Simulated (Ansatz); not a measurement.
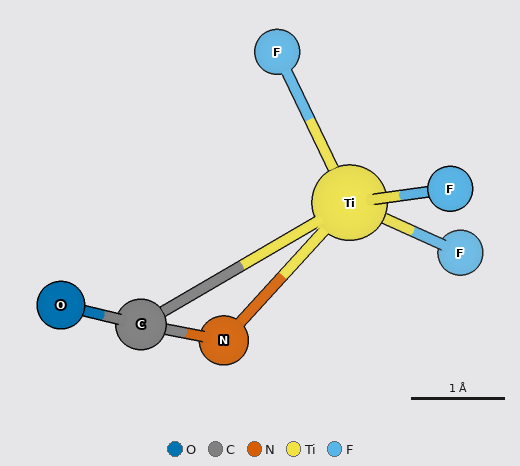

The input geometry (ball-and-stick view, seen at a tilt). Sticks mark near contacts.

**CF3NOTi: geometry relaxation**

- system: CF3NOTi
- method: RKS PBE-D4/def2-SVP (Ansatz 0.2.0)

The geometry: force-field start.

**Log**
```
Functional definition: PBE
  name "PBE"
  cite "Perdew, Burke & Ernzerhof, Phys. Rev. Lett. 77, 3865 (1996) doi:10.1103/PhysRevLett.77.3865"
  parent pbe
  parameter kappa = 0.804
  parameter beta = 0.06672455060314922
  exchange = pbe_x(kappa = kappa, mu = beta*pi^2/3)
  correlation = pbe_c(beta = beta)
1297 factors; their error is unknown
mean field evaluation 1: about -35798.1261 eV, gradient 9.0e1 eV
mean field evaluation 2: about -35117.7272 eV, gradient 4.6e2 eV
mean field evaluation 4: about -35789.8257 eV, gradient 1.2e2 eV
mean field evaluation 8: about -35814.8225 eV, gradient 1.9e-2 eV
mean field -35814.76585540 eV, -1316.1683690656 hartree, gradient 1.8e-5 eV, S^2 0.000000; 0 other end points of the search recorded, 0 dependent functions left out
the calculation of the forces begins
reference -35814.76595156 eV, -1316.1683725997 hartree; 35, 35 occupied and 80, 80 virtual orbitals, 1297 factors
relax step   1: F+E_penalty+E_count = -35814.92146729 eV  Δ(F+E_penalty+E_count) = +0.000e0 eV  max|allowed force component| = 4.251e0 eV/Å  Δτ_max = 0.0000 Å  (59 SCF iters, accepted)
these checks for a lower state are left out or cut short: starts, cluster_reference, orbital_swaps, neighbouring_geometries, increment
1297 factors; their error is unknown
mean field evaluation 16: about -35816.3658 eV, gradient 1.1e-2 eV
mean field -35816.31441869 eV, -1316.2252777171 hartree, gradient 2.2e-5 eV, S^2 0.000000; 0 other end points of the search recorded, 0 dependent functions left out
the calculation of the forces begins
reference -35816.31451615 eV, -1316.2252812986 hartree; 35, 35 occupied and 80, 80 virtual orbitals, 1297 factors
relax step   2: F+E_penalty+E_count = -35816.48094776 eV  Δ(F+E_penalty+E_count) = -1.559e0 eV  max|allowed force component| = 1.187e0 eV/Å  Δτ_max = 0.1427 Å  (39 SCF iters, accepted)
these checks for a lower state are left out or cut short: starts, cluster_reference, orbital_swaps, neighbouring_geometries, increment
1297 factors; their error is unknown
mean field -35816.43511739 eV, -1316.2297133124 hartree, gradient 1.2e-5 eV, S^2 0.000000; 0 other end points of the search recorded, 0 dependent functions left out
the calculation of the forces begins
reference -35816.43521614 eV, -1316.2297169414 hartree; 35, 35 occupied and 80, 80 virtual orbitals, 1297 factors
relax step   3: F+E_penalty+E_count = -35816.60377383 eV  Δ(F+E_penalty+E_count) = -1.228e-1 eV  max|allowed force component| = 4.606e-1 eV/Å  Δτ_max = 0.0714 Å  (33 SCF iters, accepted)
these checks for a lower state are left out or cut short: starts, cluster_reference, orbital_swaps, neighbouring_geometries, increment
1297 factors; their error is unknown
mean field evaluation 32: about -35816.4862 eV, gradient 8.4e-2 eV
mean field -35816.48624809 eV, -1316.2315923309 hartree, gradient 1.8e-5 eV, S^2 0.000000; 0 other end points of the search recorded, 0 dependent functions left out
the calculation of the forces begins
reference -35816.48634689 eV, -1316.2315959618 hartree; 35, 35 occupied and 80, 80 virtual orbitals, 1297 factors
relax step   4: F+E_penalty+E_count = -35816.65241393 eV  Δ(F+E_penalty+E_count) = -4.864e-2 eV  max|allowed force component| = 4.207e-1 eV/Å  Δτ_max = 0.1568 Å  (37 SCF iters, accepted)
these checks for a lower state are left out or cut short: starts, cluster_reference, orbital_swaps, neighbouring_geometries, increment
1297 factors; their error is unknown
mean field -35816.51417958 eV, -1316.2326187945 hartree, gradient 1.5e-5 eV, S^2 0.000000; 0 other end points of the search recorded, 0 dependent functions left out
the calculation of the forces begins
reference -35816.51427821 eV, -1316.2326224190 hartree; 35, 35 occupied and 80, 80 virtual orbitals, 1297 factors
relax step   5: F+E_penalty+E_count = -35816.67677157 eV  Δ(F+E_penalty+E_count) = -2.436e-2 eV  max|allowed force component| = 1.151e0 eV/Å  Δτ_max = 0.1954 Å  (37 SCF iters, accepted)
these checks for a lower state are left out or cut short: starts, cluster_reference, orbital_swaps, neighbouring_geometries, increment
1297 factors; their error is unknown
mean field -35816.53667705 eV, -1316.2334455610 hartree, gradient 2.1e-5 eV, S^2 0.000000; 0 other end points of the search recorded, 0 dependent functions left out
the calculation of the forces begins
reference -35816.53677571 eV, -1316.2334491867 hartree; 35, 35 occupied and 80, 80 virtual orbitals, 1297 factors
relax step   6: F+E_penalty+E_count = -35816.69919482 eV  Δ(F+E_penalty+E_count) = -2.242e-2 eV  max|allowed force component| = 4.991e-1 eV/Å  Δτ_max = 0.0229 Å  (33 SCF iters, accepted)
these checks for a lower state are left out or cut short: starts, cluster_reference, orbital_swaps, neighbouring_geometries, increment
1297 factors; their error is unknown
mean field -35816.56812711 eV, -1316.2346013293 hartree, gradient 1.6e-5 eV, S^2 0.000000; 0 other end points of the search recorded, 0 dependent functions left out
the calculation of the forces begins
reference -35816.56822581 eV, -1316.2346049566 hartree; 35, 35 occupied and 80, 80 virtual orbitals, 1297 factors
relax step   7: F+E_penalty+E_count = -35816.72924434 eV  Δ(F+E_penalty+E_count) = -3.005e-2 eV  max|allowed force component| = 2.220e-1 eV/Å  Δτ_max = 0.1817 Å  (37 SCF iters, accepted)
these checks for a lower state are left out or cut short: starts, cluster_reference, orbital_swaps, neighbouring_geometries, increment
1297 factors; their error is unknown
mean field evaluation 64: about -35816.5793 eV, gradient 2.3e-5 eV
mean field -35816.57929159 eV, -1316.2350116165 hartree, gradient 9.3e-6 eV, S^2 0.000000; 0 other end points of the search recorded, 0 dependent functions left out
the calculation of the forces begins
reference -35816.57939022 eV, -1316.2350152410 hartree; 35, 35 occupied and 80, 80 virtual orbitals, 1297 factors
relax step   8: F+E_penalty+E_count = -35816.73998624 eV  Δ(F+E_penalty+E_count) = -1.074e-2 eV  max|allowed force component| = 4.294e-1 eV/Å  Δτ_max = 0.1507 Å  (36 SCF iters, accepted)
these checks for a lower state are left out or cut short: starts, cluster_reference, orbital_swaps, neighbouring_geometries, increment
1297 factors; their error is unknown
mean field -35816.58257850 eV, -1316.2351324084 hartree, gradient 4.6e-6 eV, S^2 0.000000; 0 other end points of the search recorded, 0 dependent functions left out
the calculation of the forces begins
reference -35816.58267706 eV, -1316.2351360304 hartree; 35, 35 occupied and 80, 80 virtual orbitals, 1297 factors
relax step   9: F+E_penalty+E_count = -35816.74289466 eV  Δ(F+E_penalty+E_count) = -2.908e-3 eV  max|allowed force component| = 5.220e-2 eV/Å  Δτ_max = 0.0706 Å  (33 SCF iters, accepted)
these checks for a lower state are left out or cut short: starts, cluster_reference, orbital_swaps, neighbouring_geometries, increment
1297 factors; their error is unknown
mean field -35816.58284144 eV, -1316.2351420712 hartree, gradient 8.1e-6 eV, S^2 0.000000; 0 other end points of the search recorded, 0 dependent functions left out
the calculation of the forces begins
reference -35816.58293998 eV, -1316.2351456925 hartree; 35, 35 occupied and 80, 80 virtual orbitals, 1297 factors
relax step  10: F+E_penalty+E_count = -35816.74322353 eV  Δ(F+E_penalty+E_count) = -3.289e-4 eV  max|allowed force component| = 6.045e-2 eV/Å  Δτ_max = 0.0219 Å  (31 SCF iters, accepted)
these checks for a lower state are left out or cut short: starts, cluster_reference, orbital_swaps, neighbouring_geometries, increment
1297 factors; their error is unknown
mean field -35816.58305116 eV, -1316.2351497783 hartree, gradient 8.2e-6 eV, S^2 0.000000; 0 other end points of the search recorded, 0 dependent functions left out
the calculation of the forces begins
reference -35816.58314972 eV, -1316.2351534003 hartree; 35, 35 occupied and 80, 80 virtual orbitals, 1297 factors
relax step  11: F+E_penalty+E_count = -35816.74339573 eV  Δ(F+E_penalty+E_count) = -1.722e-4 eV  max|allowed force component| = 2.425e-3 eV/Å  Δτ_max = 0.0156 Å  (31 SCF iters, accepted)
1297 factors; their error is unknown
mean field evaluation 96: about -35816.4735 eV, gradient 9.4e0 eV
```

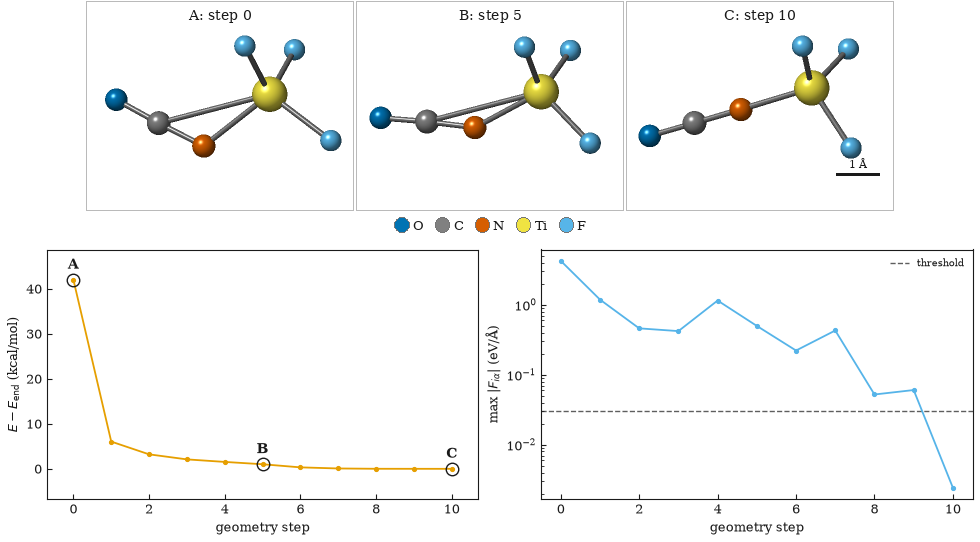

Frames of the relaxation (ball-and-stick view, seen at a tilt) above the curves, on which the letters mark them (the first geometry is step 0 here and step 1 in the log).

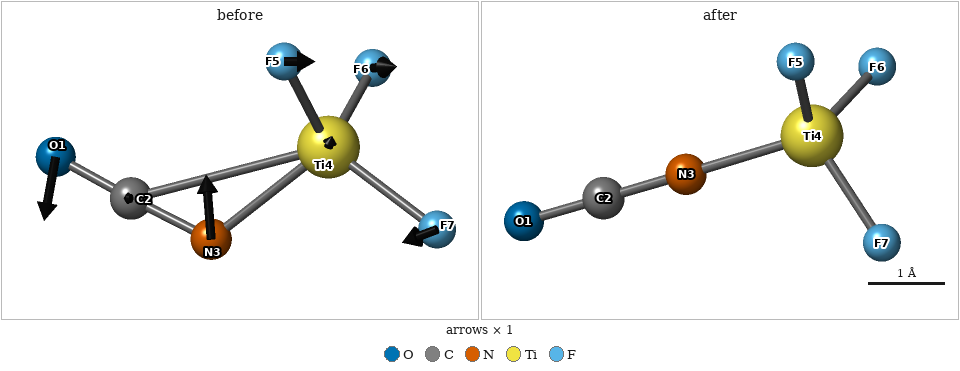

Before (left) and after (right) the relaxation, at one scale (ball-and-stick view, seen at a tilt). The black arrows give the displacements, at true length. The largest moves after the best rigid fit, 0.87 Å, are those of O1 and N3. By element the largest moves are N 0.87 Å, O 0.87 Å, F 0.53 Å, Ti 0.17 Å, C 0.12 Å. Among the contacts that change: Ti4–F5 1.963 → 1.745 Å, C2–Ti4 2.878 → 3.096 Å, Ti4–F7 1.932 → 1.745 Å, N3–Ti4 2.041 → 1.873 Å. Among the angles that change: C2–N3–Ti4 118.0° → 179.2°, O1–C2–Ti4 139.6° → 179.5°, N3–C2–Ti4 38.7° → 0.5°. After 10 geometry steps the energy has fallen by 42.0 kcal/mol. The largest force component goes from 4.3 to 0.0024 eV/Å. (Atoms are counted from 1 in the order of the input.)

```
mean field -35816.58305116 eV, -1316.2351497783 hartree, gradient 8.1e-6 eV, S^2 0.000000; 1 other end points of the search recorded, 0 dependent functions left out
the calculation of the forces begins
reference -35816.58314972 eV, -1316.2351534003 hartree; 35, 35 occupied and 80, 80 virtual orbitals, 1297 factors
Total energy: -35816.74349429 eV, -1316.2410459544 hartree
Atom 0 at     0.493518     3.046897     0.827317 Å, force    -0.000048     0.002425    -0.000676 eV/Å
Atom 1 at     0.313409     1.925747     0.514767 Å, force    -0.000073    -0.000478    -0.000261 eV/Å
Atom 2 at     0.126180     0.761960     0.189560 Å, force     0.000459    -0.001006     0.001584 eV/Å
Atom 3 at    -0.152457    -1.028851    -0.283304 Å, force    -0.000127    -0.000026    -0.000262 eV/Å
Atom 4 at    -1.378941    -1.723935     0.744476 Å, force    -0.000289    -0.000892    -0.000001 eV/Å
Atom 5 at     1.332441    -1.924675    -0.092722 Å, force     0.000084    -0.000816    -0.000126 eV/Å
Atom 6 at    -0.672850    -1.125042    -1.945793 Å, force    -0.000005     0.000792    -0.000258 eV/Å
Dipole moment:    -0.003227    -0.019888    -0.005586 e Å
```

**Trajectory as extended XYZ (Å, eV, eV/Å), 11 frames, from step=1 to step=11**
```
7
Properties=species:S:1:pos:R:3:forces:R:3 step=1 energy=-35814.92147
O     0.6726    2.4764    1.4277   -1.8013  -2.4083  -4.2511
C     0.2681    1.8343    0.4460    0.7869   0.3636   1.4694
N    -0.1224    1.1365   -0.5609    1.1734  -0.2123   3.1304
Ti   -0.1172   -0.8961   -0.3790   -1.7066  -1.4423  -0.2468
F    -1.4428   -1.3780    0.9857    2.7995   0.9993  -2.7013
F     1.5424   -1.5815    0.0757   -2.5760   1.1525  -0.6687
F    -0.7394   -1.6595   -2.0409    1.3241   1.5475   3.2681
7
Properties=species:S:1:pos:R:3:forces:R:3 step=2 energy=-35816.48095
O     0.6467    2.4242    1.3465   -0.4671  -0.5142  -1.0381
C     0.2721    1.7437    0.4462    0.2311   0.0789   0.2983
N    -0.1025    1.0250   -0.4994    0.3149   0.0182   0.9428
Ti   -0.1664   -0.8834   -0.3784   -0.6104  -0.7497  -0.1528
F    -1.3348   -1.3217    0.9113    0.9549   0.3266  -1.0077
F     1.4378   -1.4883    0.0742   -0.8458   0.3157  -0.2294
F    -0.6914   -1.5676   -1.9461    0.4224   0.5245   1.1869
7
Properties=species:S:1:pos:R:3:forces:R:3 step=3 energy=-35816.60377
O     0.6266    2.4802    1.3069   -0.0258   0.1919  -0.0057
C     0.2768    1.7483    0.4555    0.0107  -0.1318  -0.1488
N    -0.0804    0.9892   -0.4491    0.0888   0.1419   0.3025
Ti   -0.1736   -0.8958   -0.3747    0.2699   0.2555  -0.1631
F    -1.2943   -1.3441    0.8593   -0.3918  -0.1780   0.4305
F     1.3903   -1.5222    0.0578    0.1930  -0.0941   0.0452
F    -0.6842   -1.5234   -1.9014   -0.1448  -0.1853  -0.4606
7
Properties=species:S:1:pos:R:3:forces:R:3 step=4 energy=-35816.65241
O     0.5981    2.6162    1.2344    0.0244   0.1962   0.0607
C     0.2862    1.7852    0.4636    0.1459   0.3823   0.3122
N    -0.0399    0.9405   -0.3576   -0.0959  -0.4207  -0.1844
Ti   -0.1675   -0.9375   -0.3498   -0.0180   0.0405  -0.1940
F    -1.3199   -1.4247    0.8632   -0.0443  -0.0537   0.0539
F     1.3928   -1.6160    0.0358    0.0111  -0.0373   0.0086
F    -0.6883   -1.4315   -1.9352   -0.0233  -0.1073  -0.0571
7
Properties=species:S:1:pos:R:3:forces:R:3 step=5 energy=-35816.67677
O     0.5747    2.7976    1.1655   -0.3130  -1.1511  -0.8317
C     0.3054    1.8486    0.4964   -0.0045   0.3016   0.0595
N     0.0097    0.8908   -0.2346    0.3308   0.8039   0.8513
Ti   -0.1704   -0.9805   -0.3485   -0.0700  -0.0137  -0.0916
F    -1.3378   -1.5159    0.8422    0.1392   0.0323  -0.1625
F     1.3765   -1.7175    0.0004   -0.1411   0.0244  -0.0376
F    -0.6968   -1.3911   -1.9672    0.0586   0.0025   0.2126
7
Properties=species:S:1:pos:R:3:forces:R:3 step=6 energy=-35816.69920
O     0.5719    2.8075    1.1519   -0.1275  -0.4991  -0.3449
C     0.3054    1.8568    0.4993    0.0477   0.4244   0.1402
N     0.0155    0.8991   -0.2141    0.0979   0.0312   0.2796
Ti   -0.1675   -0.9711   -0.3467   -0.0841  -0.1156  -0.1230
F    -1.3342   -1.5312    0.8300    0.1010   0.0566  -0.1110
F     1.3666   -1.7348   -0.0055   -0.0938   0.0531  -0.0260
F    -0.6965   -1.3943   -1.9607    0.0588   0.0495   0.1849
7
Properties=species:S:1:pos:R:3:forces:R:3 step=7 energy=-35816.72924
O     0.5463    2.9333    1.0335    0.0111   0.0887   0.0142
C     0.3111    1.9052    0.5120   -0.0554  -0.2220  -0.1274
N     0.0619    0.8429   -0.0476    0.0449   0.0974   0.1252
Ti   -0.1635   -1.0003   -0.3274    0.0005   0.0319  -0.0053
F    -1.3511   -1.6185    0.7891   -0.0222  -0.0077   0.0180
F     1.3476   -1.8222   -0.0443    0.0277  -0.0116   0.0028
F    -0.6912   -1.3083   -1.9610   -0.0067   0.0233  -0.0276
7
Properties=species:S:1:pos:R:3:forces:R:3 step=8 energy=-35816.73999
O     0.5163    3.0063    0.9167   -0.0377  -0.1775  -0.0784
C     0.3123    1.9163    0.5135    0.0806   0.4294   0.1547
N     0.0997    0.7924    0.0892   -0.0324  -0.1877  -0.0574
Ti   -0.1578   -1.0188   -0.3042   -0.0005  -0.0532   0.0105
F    -1.3657   -1.6801    0.7662   -0.0142  -0.0061  -0.0022
F     1.3387   -1.8833   -0.0692    0.0096  -0.0077  -0.0094
F    -0.6823   -1.2006   -1.9580   -0.0054   0.0028  -0.0179
7
Properties=species:S:1:pos:R:3:forces:R:3 step=9 energy=-35816.74290
O     0.5021    3.0353    0.8598    0.0009   0.0104  -0.0012
C     0.3137    1.9249    0.5156   -0.0055  -0.0216  -0.0098
N     0.1170    0.7730    0.1549   -0.0017  -0.0283  -0.0004
Ti   -0.1548   -1.0277   -0.2915    0.0080   0.0522   0.0169
F    -1.3754   -1.7087    0.7522    0.0002  -0.0069  -0.0052
F     1.3356   -1.9105   -0.0850   -0.0031  -0.0067  -0.0037
F    -0.6768   -1.1541   -1.9517    0.0012   0.0009   0.0035
7
Properties=species:S:1:pos:R:3:forces:R:3 step=10 energy=-35816.74322
O     0.4972    3.0422    0.8410   -0.0009   0.0026  -0.0036
C     0.3135    1.9256    0.5149    0.0001  -0.0036   0.0009
N     0.1224    0.7665    0.1751    0.0063   0.0372   0.0120
Ti   -0.1532   -1.0261   -0.2863   -0.0077  -0.0605  -0.0141
F    -1.3767   -1.7186    0.7472    0.0046   0.0074  -0.0048
F     1.3327   -1.9196   -0.0895   -0.0063   0.0087  -0.0017
F    -0.6745   -1.1378   -1.9481    0.0040   0.0082   0.0113
7
Properties=species:S:1:pos:R:3:forces:R:3 step=11 energy=-35816.74340
O     0.4935    3.0469    0.8273    0.0000   0.0024  -0.0007
C     0.3134    1.9257    0.5148   -0.0001  -0.0005  -0.0003
N     0.1262    0.7620    0.1896    0.0005  -0.0010   0.0016
Ti   -0.1525   -1.0289   -0.2833   -0.0001   0.0000  -0.0003
F    -1.3789   -1.7239    0.7445   -0.0003  -0.0009   0.0000
F     1.3324   -1.9247   -0.0927    0.0001  -0.0008  -0.0001
F    -0.6728   -1.1250   -1.9458    0.0000   0.0008  -0.0003
```

This output came from the following input.

**Input file**
```yaml
crystal:
  periodic: [false, false, false]
  atoms:
    - {symbol: O, position_ang: [0.672600, 2.476400, 1.427700]}
    - {symbol: C, position_ang: [0.268100, 1.834300, 0.446000]}
    - {symbol: N, position_ang: [-0.122400, 1.136500, -0.560900]}
    - {symbol: Ti, position_ang: [-0.117200, -0.896100, -0.379000]}
    - {symbol: F, position_ang: [-1.442800, -1.378000, 0.985700]}
    - {symbol: F, position_ang: [1.542400, -1.581500, 0.075700]}
    - {symbol: F, position_ang: [-0.739400, -1.659500, -2.040900]}
basis:
  gaussian: {orbitals: def2-SVP}
hamiltonian: {xc: pbe, dispersion: d4}
relax: {f_tol: 0.03, max_steps: 200}
```

Launched with:
```bash
ansatz run in.yaml --threads 4 --pin off --events-out ev --progress --plain --max-ram 11315MiB
```

**Results in brief**

```csv
quantity,value
outcome,converged
total energy,−35816.7435 eV
mean-field energy,−35816.5831 eV
dispersion energy,−0.1603 eV
SCF solution under orbital rotations,stable
largest force (length of the vector) at the end,0.003 eV/Å
dipole moment,0.10 D
hardware,"4 threads of Arm Neoverse V1, 23 GiB of memory available, shared host"
wall time,20 s (CPU time 72 s)
peak memory,0.18 GiB
```
